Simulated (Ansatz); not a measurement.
```
CELL_PARAMETERS angstrom
3.81634 0.00000 0.00000
0.00000 3.81634 0.00000
0.00000 0.00000 8.49830
ATOMIC_POSITIONS crystal
Ga 0.00000 0.50000 0.25000
Ga 0.50000 0.00000 0.75000
Ga 0.50000 0.00000 0.25000
Ga 0.00000 0.50000 0.75000
Ga 0.00000 0.00000 0.50000
Ga 0.50000 0.50000 0.00000
Mo 0.00000 0.00000 0.00000
Mo 0.50000 0.50000 0.50000
```

Space group I4/mmm; a generated structure, not necessarily the stable one; spin-polarised.

Theory: DFT PBE, scalar-relativistic, plane waves, PAW in Ansatz.

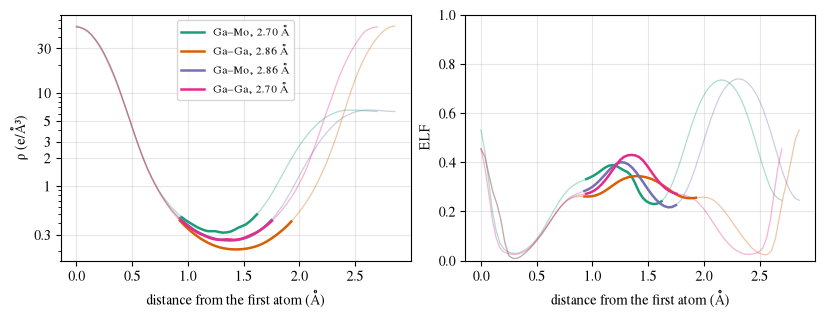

Ga$_{3}$Mo. Valence electron density and ELF along straight lines between neighbouring atoms. Thin, pale parts lie inside the atomic spheres.

In a PAW calculation such maps are meaningful between the atoms, not at the nuclei.

Compare the contacts.

Ga–Mo (2.70 Å): ρ is about 0.32 e/Å³ halfway; the ELF is about 0.35 at the midpoint; no shared electron pair shows on this line.
Ga–Ga (2.86 Å): the density is about 0.21 e/Å³ at the midpoint; the ELF is about 0.35 at the midpoint.
Ga–Mo (2.86 Å): ρ is about 0.26 e/Å³ halfway; the ELF is about 0.35 at the midpoint; no shared electron pair shows on this line.
Ga–Ga (2.70 Å): ρ is about 0.27 e/Å³ halfway; the ELF is about 0.45 at the midpoint.
